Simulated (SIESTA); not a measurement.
Band structure of SiO2 (P4_2/mnm, 6 atoms in the cell).

```xyz
6
Lattice="4.2929 0.0000 0.0000 0.0000 4.2929 0.0000 0.0000 0.0000 2.7315" Properties=species:S:1:pos:R:3 pbc="T T T"
Si     2.1464     2.1464     1.3657
Si     0.0000     0.0000     0.0000
O      2.9756     2.9756     0.0000
O      1.3172     1.3172     0.0000
O      3.4636     0.8292     1.3657
O      0.8292     3.4636     1.3657
```

Method of the run: GGA PBE, numerical atomic orbitals DZP, PseudoDojo PBE standard norm-conserving potentials (rewritten from UPF to PSML) (SIESTA).

Settings: XC.functional = GGA; XC.authors = PBE; potentials = PseudoDojo PBE standard; PAO.BasisSize = DZP; PAO.EnergyShift = 0.005 Ry; MeshCutoff = 400 Ry; kgrid.MonkhorstPack = 8 8 12; OccupationFunction = FD; ElectronicTemperature = 10 K; MaxSCFIterations = 150; SCF.Mixer.Method = Pulay; SCF.Mixer.Weight = 0.25; SCF.Mixer.History = 6; SCF.DM.Tolerance = 1.0E-05.

The starting cell comes from a database of computed structures (which also holds hypothetical and non-ambient phases and stackings), without a prior relaxation at this level. Its lattice was rescaled by a random factor within 2.5 % of one. Values carry the incompleteness of an atom-centred basis.

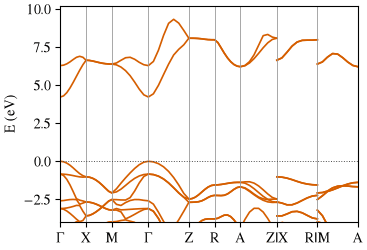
Figure: Bands along the path, energies from the top of the valence band on the path.

Question: Read off roughly the gap and where its edges lie.

Answer: The gap along the path is about 4.2 eV (computed: 4.22 eV), direct at Γ to within 0.01 eV.

Levels in eV from the top of the valence band on the path, bands 13 to 17:
| point | 13 | 14 | 15 | 16 | 17 |
|---|---|---|---|---|---|
| Γ | -2.59 | -0.84 | -0.84 | 0.00 | 4.22 |
| X | -2.67 | -2.67 | -1.02 | -1.02 | 6.64 |
| M | -2.51 | -2.51 | -2.08 | -2.08 | 6.38 |
| Z | -2.69 | -2.69 | -2.48 | -2.48 | 8.08 |
| R | -2.24 | -2.24 | -1.55 | -1.55 | 7.98 |
| A | -1.68 | -1.68 | -1.38 | -1.38 | 6.21 |

Higher empty bands are left out: an atom-centred basis made for the valence describes them poorly.
